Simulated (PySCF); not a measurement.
Frequency calculation of RuOF$_{2}$

The run: frequency calculation of RuOF$_{2}$, multiplicity 5. Method and program: UKS-based B3LYP, Ru def2-SVP with ECP28, O def2-SVP, F def2-SVP; non-relativistic Hamiltonian with a scalar-relativistic core potential; density fitting (PySCF 2.14.0).

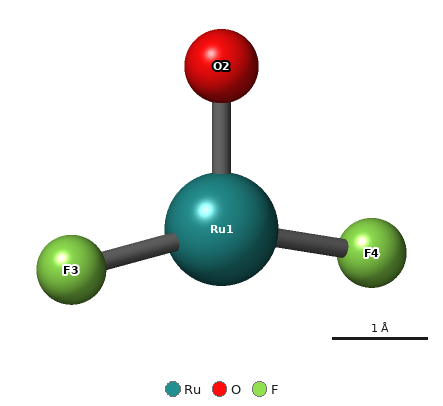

Fig. 1: The input geometry (ball-and-stick view, seen at a tilt; atoms are numbered from 1 in the order of the input). Sticks mark near contacts.

## Input file
```python
from pyscf import gto, scf, dft
mol = gto.M(atom='''
Ru     0.046596     0.080705     0.000000
O     -0.814092    -1.410029     0.000000
F      1.814468    -0.544779     0.000000
F     -1.379010     1.299004     0.000000''',
    basis={'Ru': 'def2-SVP', 'O': 'def2-SVP', 'F': 'def2-SVP'},
    ecp={'Ru': 'def2-SVP'},
    charge=0, spin=4)
mf = dft.UKS(mol, xc='B3LYP')
mf.grids.atom_grid = (75, 302)
aux = {'Ru': 'def2-universal-JKFIT', 'O': 'def2-universal-JKFIT', 'F': 'def2-universal-JKFIT'}
mf = mf.density_fit(auxbasis=aux)
mf.conv_tol = 1e-09
mf.diis_space = 10
mf.max_cycle = 60
mf.verbose = 4
mf.kernel()
```

The script is an equivalent of the set-up of the self-consistent field. The run itself was carried out by a driver, which started from the orbitals of the step before it where there was one and computed the further properties.

Run on 2 threads of Arm Neoverse N1, 98 GiB of memory available, shared host.

Launched with:
```bash
OMP_NUM_THREADS=2 python axn.py task.json out
```

## What the program printed
```
init E= -369.581112653776
  alpha nocc = 23  HOMO = -0.277511027843037  LUMO = -0.0867831804251402
  beta  nocc = 19  HOMO = -0.339533212005293  LUMO = -0.1970636396653
  HOMO = -0.277511027843  LUMO = -0.197063639665  gap/eV = 2.18908
cycle= 1 E= -369.581112653756  delta_E= 2.06e-11  |g|= 8.38e-06  |ddm|= 7.79e-06
  alpha nocc = 23  HOMO = -0.277510987087979  LUMO = -0.0867829677180936
  beta  nocc = 19  HOMO = -0.339533952019629  LUMO = -0.197062944704582
  HOMO = -0.277510987088  LUMO = -0.197062944705  gap/eV = 2.18910
Extra cycle  E= -369.581112653546  delta_E= 2.09e-10  |g|= 2.47e-05  |ddm|= 2.12e-05
converged SCF energy = -369.581112653546  <S^2> = 6.0115948  2S+1 = 5.0046358
```

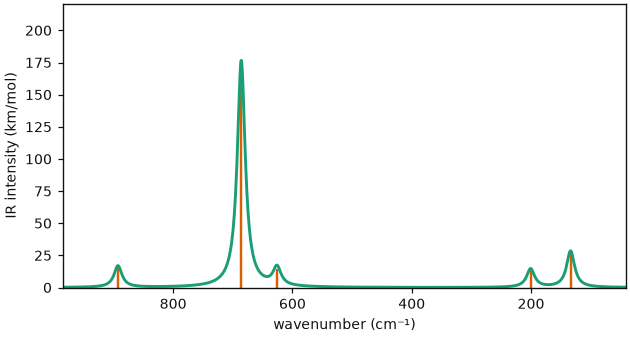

Fig. 2: Harmonic infrared spectrum, unscaled: sticks (degenerate modes added up, dark ones marked on the axis) with a Lorentzian envelope of 16 cm⁻¹ full width, scaled to the tallest stick. 6 modes from 134 to 892 cm⁻¹, none imaginary. The strongest line is at 686 cm⁻¹ (177 km/mol). All modes, in cm⁻¹ (km/mol): 134 (28), 200 (10.2), 201 (4.2), 626 (14.4), 686 (177), 892 (16.8).

## Results in brief

| quantity | value |
| --- | --- |
| outcome | converged |
| total energy | −369.581113 hartree |
| ⟨S²⟩ | 6.012 |
| zero-point energy | 0.006240 hartree |
| dipole moment | 2.00 D |
| wavenumbers, lowest and highest | 134 and 892 cm⁻¹ |
| wall time | 68 s (CPU time 1.9 min) |
| peak memory | 0.88 GiB |
